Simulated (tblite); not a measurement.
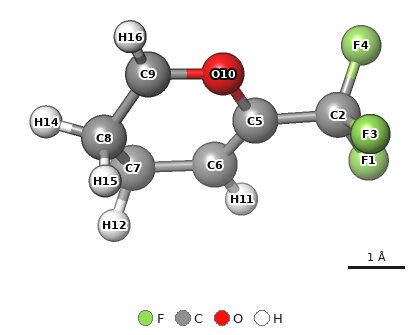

*The starting structure (ball-and-stick view, seen at a tilt; atoms are numbered from 1 in the order of the input).*

Bond lengths as drawn: C–C 1.35 to 1.53 Å, C–F 1.36 to 1.38 Å, C–H 1.09 to 1.10 Å and C–O 1.37 to 1.39 Å.

Geometry relaxation, with input and output: C₆H₆F₃O (part 1 of 2)

System: C₆H₆F₃O, multiplicity 2.
Method: GFN2-xTB geometry optimisation, gas phase (tblite 0.8.0).

It belongs to a series of runs on one base structure; here: H removed from sp3 C.

## The input
```
{"job": {"kind": "relax", "xc": "GFN2-xTB", "basis": "xTB"}, "charge": 0, "multiplicity": 2}
F      2.940400    -1.173000    -0.483300
C      2.447600    -0.059700     0.139000
F      2.885400    -0.145400     1.440400
F      3.079400     1.009600    -0.419800
C      0.951900     0.049600     0.064200
C      0.162400    -0.836900    -0.587900
C     -1.319500    -0.678400    -0.657200
C     -1.847800     0.268400     0.424000
C     -0.920000     1.391600     0.678400
O      0.431400     1.186000     0.678700
H      0.602700    -1.696900    -1.089400
H     -1.802200    -1.664100    -0.536900
H     -1.591300    -0.309400    -1.640800
H     -2.831400     0.645500     0.117500
H     -2.002300    -0.276400     1.360400
H     -1.194100     2.298400     1.219600
```

The first line tells a small driver script what to run in tblite; the rest is the geometry in Å.

Machine: 1 CPU thread, shared host.

Launched with:
```bash
OMP_NUM_THREADS=1 python <driver script> task.json out
```

## Log
```
step      E/eV     max force
  0    -927.83390    1.263
  1    -927.90958    0.530
  2    -927.92903    0.515
  3    -927.94102    0.284
  4    -927.94879    0.251
  5    -927.95429    0.226
  6    -927.95934    0.183
  7    -927.96185    0.106
  8    -927.96329    0.082
  9    -927.96430    0.103
 10    -927.96530    0.084
 11    -927.96628    0.073
 12    -927.96708    0.062
 13    -927.96768    0.064
 14    -927.96824    0.070
 15    -927.96900    0.078
 16    -927.97003    0.078
 17    -927.97112    0.072
 18    -927.97204    0.087
 19    -927.97289    0.087
 20    -927.97392    0.077
 21    -927.97511    0.091
 22    -927.97623    0.082
 23    -927.97706    0.062
 24    -927.97765    0.061
 25    -927.97818    0.062
 26    -927.97869    0.056
 27    -927.97919    0.063
 28    -927.97966    0.063
 29    -927.98007    0.052
 30    -927.98039    0.048
 31    -927.98064    0.033
 32    -927.98089    0.040
 33    -927.98116    0.042
 34    -927.98141    0.039
 35    -927.98161    0.039
 36    -927.98179    0.036
 37    -927.98198    0.037
 38    -927.98216    0.033
 39    -927.98231    0.024
 40    -927.98241    0.028
 41    -927.98249    0.031
 42    -927.98258    0.025
 43    -927.98266    0.023
 44    -927.98272    0.021
 45    -927.98278    0.026
 46    -927.98286    0.029
 47    -927.98294    0.025
 48    -927.98302    0.022
 49    -927.98309    0.024
 50    -927.98316    0.023
 51    -927.98325    0.020
 52    -927.98332    0.022
 53    -927.98338    0.020
 54    -927.98342    0.014
 55    -927.98346    0.014
 56    -927.98349    0.011
 57    -927.98350    0.010
```

## Trajectory as extended XYZ (Å, eV, eV/Å), 30 of the 58 frames kept, from step=0 to step=57
```
16
Properties=species:S:1:pos:R:3:forces:R:3 step=0 energy=-927.83390
F     2.9404   -1.1730   -0.4833   -0.5150   0.9270   0.4340
C     2.4476   -0.0597    0.1390    0.6840  -0.0580   0.3690
F     2.8854   -0.1454    1.4404   -0.2280   0.1570  -1.0220
F     3.0794    1.0096   -0.4198   -0.3170  -0.7260   0.4250
C     0.9519    0.0496    0.0642   -1.1720   0.4700   0.0440
C     0.1624   -0.8369   -0.5879    0.5250  -0.0910   0.1000
C    -1.3195   -0.6784   -0.6572   -0.0210  -0.4560   0.2830
C    -1.8478    0.2684    0.4240   -0.3270   0.2490  -0.0970
C    -0.9200    1.3916    0.6784    0.9520   0.0790   0.1240
O     0.4314    1.1860    0.6787    0.0510  -0.6320  -0.4430
H     0.6027   -1.6969   -1.0894   -0.0830   0.3250   0.2130
H    -1.8022   -1.6641   -0.5369    0.1840   0.2620  -0.1030
H    -1.5913   -0.3094   -1.6408   -0.0450   0.1180  -0.2440
H    -2.8314    0.6455    0.1175    0.1430   0.0690   0.1280
H    -2.0023   -0.2764    1.3604    0.0200  -0.2110   0.0940
H    -1.1941    2.2984    1.2196    0.1500  -0.4810  -0.3060
16
Properties=species:S:1:pos:R:3:forces:R:3 step=2 energy=-927.92903
F     2.9262   -1.1500   -0.4730   -0.2280   0.1010   0.0060
C     2.4520   -0.0587    0.1484   -0.5000   0.1230   0.0050
F     2.8808   -0.1408    1.4162    0.0240   0.0820   0.0510
F     3.0727    0.9923   -0.4090    0.0040   0.0060   0.0620
C     0.9312    0.0609    0.0656    0.0290  -0.2190  -0.1590
C     0.1686   -0.8406   -0.5854   -0.0690   0.0770   0.1530
C    -1.3184   -0.6858   -0.6530   -0.0060   0.0930  -0.0530
C    -1.8508    0.2744    0.4240    0.1170  -0.0240   0.0400
C    -0.8988    1.3890    0.6799    0.1140  -0.2150  -0.0460
O     0.4353    1.1714    0.6679    0.0980   0.0980  -0.0060
H     0.6024   -1.6890   -1.0838    0.1070   0.0220   0.0520
H    -1.7979   -1.6597   -0.5396    0.0290  -0.0360  -0.0390
H    -1.5914   -0.3074   -1.6449    0.0400  -0.0100   0.0260
H    -2.8293    0.6495    0.1208    0.0460   0.1470   0.0760
H    -2.0017   -0.2818    1.3618    0.0230  -0.0610  -0.0320
H    -1.1884    2.2850    1.2109    0.1710  -0.1820  -0.1360
16
Properties=species:S:1:pos:R:3:forces:R:3 step=4 energy=-927.94879
F     2.9077   -1.1376   -0.4698   -0.1750  -0.1480  -0.1020
C     2.4294   -0.0521    0.1518    0.0900   0.0100  -0.0390
F     2.8793   -0.1343    1.4116   -0.0880   0.0620   0.2110
F     3.0695    0.9878   -0.4020   -0.0630   0.2030  -0.0320
C     0.9279    0.0591    0.0616   -0.0440  -0.0930  -0.0430
C     0.1634   -0.8434   -0.5802   -0.0120   0.0410   0.0580
C    -1.3185   -0.6838   -0.6541   -0.0830  -0.0210  -0.0320
C    -1.8460    0.2743    0.4258    0.0130  -0.1150  -0.0170
C    -0.8866    1.3769    0.6780   -0.0100  -0.0770  -0.0110
O     0.4438    1.1704    0.6630    0.0230   0.1240   0.0170
H     0.6079   -1.6842   -1.0782    0.0780  -0.0590   0.0180
H    -1.7946   -1.6600   -0.5429   -0.0080  -0.0270  -0.0390
H    -1.5891   -0.3070   -1.6453    0.0230   0.0190  -0.0130
H    -2.8250    0.6595    0.1268    0.1240   0.1110   0.0910
H    -2.0000   -0.2872    1.3604    0.0240  -0.0440  -0.0320
H    -1.1766    2.2707    1.2003    0.1070   0.0150  -0.0340
16
Properties=species:S:1:pos:R:3:forces:R:3 step=6 energy=-927.95934
F     2.8859   -1.1385   -0.4736   -0.0370  -0.0470  -0.0140
C     2.4225   -0.0478    0.1522    0.1790  -0.0310   0.0250
F     2.8718   -0.1264    1.4194   -0.1210   0.0240  -0.0370
F     3.0627    0.9965   -0.3992   -0.0920   0.0480   0.0050
C     0.9253    0.0573    0.0598   -0.0260   0.0550   0.0410
C     0.1583   -0.8462   -0.5763    0.0930   0.0070  -0.0050
C    -1.3226   -0.6848   -0.6567    0.0130  -0.0950  -0.0280
C    -1.8422    0.2678    0.4261    0.0070  -0.0060   0.0080
C    -0.8801    1.3661    0.6769    0.0150   0.0580   0.0440
O     0.4509    1.1747    0.6595   -0.0520  -0.0430  -0.0580
H     0.6153   -1.6840   -1.0727   -0.0060  -0.0310   0.0420
H    -1.7936   -1.6623   -0.5476   -0.0580  -0.0510  -0.0510
H    -1.5865   -0.3053   -1.6468   -0.0090   0.0320  -0.0490
H    -2.8147    0.6726    0.1362    0.0650   0.0630   0.0590
H    -1.9976   -0.2940    1.3579    0.0140  -0.0760   0.0110
H    -1.1631    2.2632    1.1917    0.0140   0.0940   0.0090
16
Properties=species:S:1:pos:R:3:forces:R:3 step=8 energy=-927.96329
F     2.8759   -1.1417   -0.4760    0.0640   0.0350   0.0380
C     2.4248   -0.0471    0.1528   -0.0660  -0.0040  -0.0090
F     2.8632   -0.1222    1.4221   -0.0290  -0.0120  -0.0530
F     3.0558    1.0031   -0.3981   -0.0280  -0.0350   0.0080
C     0.9250    0.0581    0.0605    0.0070  -0.0010  -0.0090
C     0.1598   -0.8473   -0.5751    0.0260  -0.0090  -0.0170
C    -1.3233   -0.6889   -0.6596    0.0410  -0.0100  -0.0110
C    -1.8395    0.2645    0.4269    0.0290   0.0160   0.0250
C    -0.8779    1.3641    0.6786   -0.0070   0.0370   0.0420
O     0.4517    1.1757    0.6558   -0.0100  -0.0050  -0.0250
H     0.6184   -1.6859   -1.0682   -0.0060  -0.0360   0.0380
H    -1.7963   -1.6663   -0.5525   -0.0360  -0.0200  -0.0540
H    -1.5856   -0.3033   -1.6494    0.0030   0.0010  -0.0050
H    -2.8073    0.6815    0.1432    0.0090   0.0210   0.0290
H    -1.9956   -0.3007    1.3572    0.0190  -0.0570  -0.0030
H    -1.1567    2.2654    1.1887   -0.0150   0.0780   0.0040
16
Properties=species:S:1:pos:R:3:forces:R:3 step=10 energy=-927.96530
F     2.8759   -1.1414   -0.4748    0.0700   0.0280   0.0210
C     2.4226   -0.0472    0.1522   -0.0810   0.0080  -0.0220
F     2.8569   -0.1211    1.4206    0.0170  -0.0170   0.0270
F     3.0505    1.0044   -0.3974    0.0110  -0.0130  -0.0150
C     0.9246    0.0583    0.0601   -0.0360  -0.0270  -0.0390
C     0.1621   -0.8486   -0.5759   -0.0570  -0.0260  -0.0110
C    -1.3213   -0.6915   -0.6616   -0.0220   0.0470   0.0080
C    -1.8365    0.2637    0.4289    0.0120  -0.0050   0.0120
C    -0.8776    1.3659    0.6826   -0.0050  -0.0110   0.0310
O     0.4513    1.1763    0.6524    0.0210   0.0490   0.0070
H     0.6196   -1.6900   -1.0634    0.0160  -0.0500   0.0230
H    -1.8001   -1.6691   -0.5588    0.0130   0.0450  -0.0400
H    -1.5849   -0.3022   -1.6509    0.0200  -0.0070   0.0240
H    -2.8028    0.6870    0.1487   -0.0010  -0.0210   0.0180
H    -1.9931   -0.3080    1.3564    0.0290  -0.0200  -0.0230
H    -1.1548    2.2723    1.1875   -0.0070   0.0190  -0.0220
16
Properties=species:S:1:pos:R:3:forces:R:3 step=12 energy=-927.96708
F     2.8804   -1.1387   -0.4720    0.0250  -0.0040  -0.0100
C     2.4168   -0.0470    0.1508    0.0370   0.0000   0.0070
F     2.8511   -0.1210    1.4198    0.0000   0.0010   0.0450
F     3.0454    1.0045   -0.3975    0.0080   0.0210  -0.0200
C     0.9211    0.0577    0.0575   -0.0240  -0.0060  -0.0250
C     0.1610   -0.8519   -0.5773   -0.0460  -0.0200   0.0140
C    -1.3209   -0.6914   -0.6630   -0.0450   0.0430   0.0030
C    -1.8329    0.2630    0.4317   -0.0120  -0.0050   0.0000
C    -0.8769    1.3671    0.6891    0.0110  -0.0340   0.0180
O     0.4521    1.1793    0.6488    0.0100   0.0150  -0.0130
H     0.6215   -1.6972   -1.0566   -0.0040  -0.0270   0.0240
H    -1.8029   -1.6685   -0.5678    0.0140   0.0580  -0.0060
H    -1.5829   -0.3011   -1.6513    0.0120   0.0290  -0.0020
H    -2.7985    0.6907    0.1557   -0.0130  -0.0470   0.0130
H    -1.9886   -0.3167    1.3543    0.0290   0.0040  -0.0100
H    -1.1534    2.2801    1.1845   -0.0020  -0.0300  -0.0400
16
Properties=species:S:1:pos:R:3:forces:R:3 step=14 energy=-927.96824
F     2.8849   -1.1368   -0.4707   -0.0030  -0.0070  -0.0080
C     2.4148   -0.0468    0.1505    0.0570  -0.0050   0.0130
F     2.8474   -0.1207    1.4217   -0.0200   0.0190  -0.0020
F     3.0427    1.0055   -0.3985   -0.0050   0.0130   0.0080
C     0.9182    0.0570    0.0543    0.0430   0.0040   0.0040
C     0.1577   -0.8552   -0.5771    0.0230   0.0060   0.0280
C    -1.3230   -0.6885   -0.6640    0.0100   0.0060  -0.0210
C    -1.8312    0.2625    0.4337   -0.0130  -0.0010   0.0010
C    -0.8756    1.3655    0.6943    0.0100  -0.0230  -0.0020
O     0.4533    1.1816    0.6453   -0.0050  -0.0360  -0.0390
H     0.6221   -1.7032   -1.0504   -0.0410   0.0020   0.0320
H    -1.8043   -1.6646   -0.5739   -0.0300   0.0150   0.0120
H    -1.5810   -0.2980   -1.6518   -0.0060   0.0640  -0.0280
H    -2.7971    0.6900    0.1609   -0.0340  -0.0340   0.0130
H    -1.9837   -0.3222    1.3526    0.0180  -0.0030   0.0190
H    -1.1528    2.2830    1.1798   -0.0050  -0.0210  -0.0300
16
Properties=species:S:1:pos:R:3:forces:R:3 step=16 energy=-927.97003
F     2.8920   -1.1348   -0.4695   -0.0100   0.0030   0.0140
C     2.4159   -0.0467    0.1507   -0.0110   0.0010  -0.0080
F     2.8404   -0.1185    1.4253   -0.0010   0.0270  -0.0500
F     3.0386    1.0086   -0.3995    0.0100  -0.0100   0.0450
C     0.9178    0.0554    0.0492    0.0710  -0.0040   0.0270
C     0.1540   -0.8598   -0.5741    0.0650   0.0250   0.0090
C    -1.3256   -0.6828   -0.6674    0.0650  -0.0300  -0.0310
C    -1.8299    0.2610    0.4368   -0.0030  -0.0190   0.0020
C    -0.8730    1.3605    0.7018   -0.0090   0.0050  -0.0440
O     0.4552    1.1826    0.6365   -0.0070  -0.0330  -0.0290
H     0.6190   -1.7129   -1.0377   -0.0600   0.0030   0.0220
H    -1.8091   -1.6565   -0.5823   -0.0660  -0.0240   0.0020
H    -1.5782   -0.2870   -1.6549   -0.0030   0.0720  -0.0070
H    -2.7983    0.6852    0.1706   -0.0400  -0.0080   0.0200
H    -1.9743   -0.3307    1.3516   -0.0010  -0.0160   0.0380
H    -1.1522    2.2853    1.1694    0.0000   0.0070  -0.0100
16
Properties=species:S:1:pos:R:3:forces:R:3 step=18 energy=-927.97204
F     2.9009   -1.1324   -0.4671   -0.0110   0.0030   0.0190
C     2.4172   -0.0465    0.1502   -0.0410   0.0120  -0.0150
F     2.8316   -0.1139    1.4275    0.0450   0.0160  -0.0290
F     3.0343    1.0126   -0.3979    0.0440  -0.0070   0.0420
C     0.9206    0.0529    0.0443   -0.0060  -0.0060   0.0220
C     0.1527   -0.8643   -0.5700    0.0150   0.0070  -0.0310
C    -1.3256   -0.6772   -0.6735    0.0210  -0.0260   0.0060
C    -1.8283    0.2573    0.4410    0.0050  -0.0330   0.0060
C    -0.8705    1.3545    0.7085   -0.0260   0.0240  -0.0790
O     0.4570    1.1830    0.6237   -0.0100   0.0230   0.0100
H     0.6115   -1.7262   -1.0200   -0.0270  -0.0310  -0.0100
H    -1.8195   -1.6470   -0.5938   -0.0360  -0.0110  -0.0370
H    -1.5744   -0.2680   -1.6586    0.0270   0.0390   0.0520
H    -2.8019    0.6782    0.1848   -0.0020  -0.0080   0.0290
H    -1.9619   -0.3430    1.3525   -0.0120  -0.0120   0.0190
H    -1.1512    2.2890    1.1550    0.0150   0.0070  -0.0050
16
Properties=species:S:1:pos:R:3:forces:R:3 step=20 energy=-927.97392
F     2.9071   -1.1304   -0.4637   -0.0230  -0.0050  -0.0010
C     2.4168   -0.0455    0.1492    0.0130   0.0150   0.0170
F     2.8281   -0.1088    1.4270    0.0540  -0.0060   0.0350
F     3.0346    1.0154   -0.3933    0.0410   0.0120  -0.0060
C     0.9223    0.0508    0.0422   -0.0700   0.0020  -0.0100
C     0.1532   -0.8673   -0.5689   -0.0500  -0.0280  -0.0280
C    -1.3243   -0.6747   -0.6778   -0.0590   0.0090   0.0460
C    -1.8271    0.2519    0.4449    0.0040  -0.0070   0.0180
C    -0.8705    1.3517    0.7072   -0.0210   0.0280  -0.0690
O     0.4572    1.1843    0.6136   -0.0210   0.0310   0.0160
H     0.6026   -1.7394   -1.0064    0.0200  -0.0370  -0.0280
H    -1.8310   -1.6399   -0.6060    0.0220   0.0120  -0.0670
H    -1.5691   -0.2486   -1.6576    0.0400   0.0040   0.0660
H    -2.8053    0.6710    0.1987    0.0370  -0.0270   0.0230
H    -1.9527   -0.3536    1.3550    0.0020   0.0040  -0.0040
H    -1.1495    2.2922    1.1427    0.0090  -0.0060  -0.0090
16
Properties=species:S:1:pos:R:3:forces:R:3 step=22 energy=-927.97623
F     2.9121   -1.1280   -0.4595   -0.0380   0.0000  -0.0160
C     2.4168   -0.0430    0.1494    0.0470   0.0050   0.0440
F     2.8286   -0.1029    1.4277    0.0150  -0.0270   0.0550
F     3.0385    1.0189   -0.3873   -0.0070   0.0020  -0.0440
C     0.9210    0.0483    0.0394   -0.0280   0.0000  -0.0320
C     0.1513   -0.8726   -0.5693   -0.0410  -0.0390   0.0290
C    -1.3257   -0.6716   -0.6798   -0.0490   0.0220   0.0360
C    -1.8253    0.2450    0.4511   -0.0010   0.0250   0.0270
C    -0.8723    1.3508    0.6989   -0.0040   0.0280  -0.0220
O     0.4555    1.1871    0.6022   -0.0240  -0.0210  -0.0190
H     0.5924   -1.7571   -0.9924    0.0350   0.0160  -0.0200
H    -1.8441   -1.6313   -0.6257    0.0450   0.0020  -0.0680
H    -1.5598   -0.2239   -1.6513    0.0160  -0.0070   0.0210
H    -2.8078    0.6599    0.2169    0.0220  -0.0260   0.0050
H    -1.9417   -0.3657    1.3589    0.0340   0.0170   0.0080
H    -1.1471    2.2953    1.1274   -0.0210   0.0030  -0.0030
16
Properties=species:S:1:pos:R:3:forces:R:3 step=24 energy=-927.97765
F     2.9132   -1.1261   -0.4575   -0.0250  -0.0010  -0.0030
C     2.4179   -0.0412    0.1519   -0.0070  -0.0110   0.0120
F     2.8292   -0.1007    1.4313   -0.0160  -0.0200   0.0020
F     3.0399    1.0209   -0.3860   -0.0340  -0.0230  -0.0180
C     0.9192    0.0464    0.0356    0.0330  -0.0060   0.0020
C     0.1477   -0.8784   -0.5673    0.0190  -0.0100   0.0540
C    -1.3287   -0.6682   -0.6795    0.0310  -0.0040  -0.0070
C    -1.8240    0.2419    0.4568   -0.0040   0.0070   0.0080
C    -0.8735    1.3515    0.6930   -0.0020   0.0150   0.0020
O     0.4535    1.1878    0.5934   -0.0060  -0.0210  -0.0300
H     0.5881   -1.7674   -0.9841    0.0130   0.0450  -0.0100
H    -1.8499   -1.6258   -0.6426    0.0150  -0.0170  -0.0370
H    -1.5530   -0.2085   -1.6464   -0.0050   0.0110  -0.0130
H    -2.8084    0.6519    0.2292   -0.0250  -0.0050   0.0000
H    -1.9321   -0.3729    1.3619    0.0450   0.0210   0.0360
H    -1.1468    2.2978    1.1171   -0.0310   0.0180   0.0030
16
Properties=species:S:1:pos:R:3:forces:R:3 step=26 energy=-927.97869
F     2.9124   -1.1251   -0.4565    0.0000  -0.0210   0.0060
C     2.4183   -0.0408    0.1544   -0.0460  -0.0210  -0.0250
F     2.8282   -0.1009    1.4344   -0.0180  -0.0080  -0.0330
F     3.0381    1.0209   -0.3868   -0.0240  -0.0220   0.0140
C     0.9194    0.0446    0.0330    0.0080   0.0050   0.0450
C     0.1460   -0.8836   -0.5619    0.0290   0.0150   0.0180
C    -1.3291   -0.6658   -0.6796    0.0410  -0.0150  -0.0230
C    -1.8233    0.2401    0.4612   -0.0010  -0.0200  -0.0170
C    -0.8745    1.3529    0.6895   -0.0100  -0.0070   0.0010
O     0.4518    1.1875    0.5850    0.0100   0.0390  -0.0010
H     0.5866   -1.7717   -0.9789    0.0080   0.0210  -0.0090
H    -1.8524   -1.6228   -0.6576    0.0010  -0.0060  -0.0030
H    -1.5483   -0.1970   -1.6439    0.0060   0.0140  -0.0060
H    -2.8103    0.6457    0.2382   -0.0300  -0.0050   0.0090
H    -1.9215   -0.3763    1.3664    0.0370   0.0260   0.0300
H    -1.1488    2.3011    1.1098   -0.0130   0.0060  -0.0040
16
Properties=species:S:1:pos:R:3:forces:R:3 step=28 energy=-927.97966
F     2.9102   -1.1264   -0.4556    0.0030  -0.0330   0.0030
C     2.4166   -0.0422    0.1554   -0.0190  -0.0180  -0.0210
F     2.8273   -0.1024    1.4349   -0.0080  -0.0060  -0.0180
F     3.0355    1.0188   -0.3869   -0.0050  -0.0030   0.0100
C     0.9196    0.0439    0.0346   -0.0430   0.0190   0.0400
C     0.1467   -0.8866   -0.5561   -0.0070   0.0220  -0.0330
C    -1.3270   -0.6652   -0.6804   -0.0120   0.0020  -0.0050
C    -1.8232    0.2378    0.4637    0.0090  -0.0150  -0.0160
C    -0.8766    1.3549    0.6847   -0.0080  -0.0100  -0.0040
O     0.4503    1.1897    0.5786    0.0040   0.0580   0.0250
H     0.5866   -1.7722   -0.9774    0.0210  -0.0070   0.0000
H    -1.8532   -1.6214   -0.6704    0.0070   0.0120   0.0200
H    -1.5438   -0.1873   -1.6414    0.0280   0.0030   0.0030
H    -2.8140    0.6394    0.2453    0.0060  -0.0270   0.0170
H    -1.9103   -0.3755    1.3730    0.0220   0.0190  -0.0050
H    -1.1523    2.3037    1.1045    0.0010  -0.0160  -0.0170
```
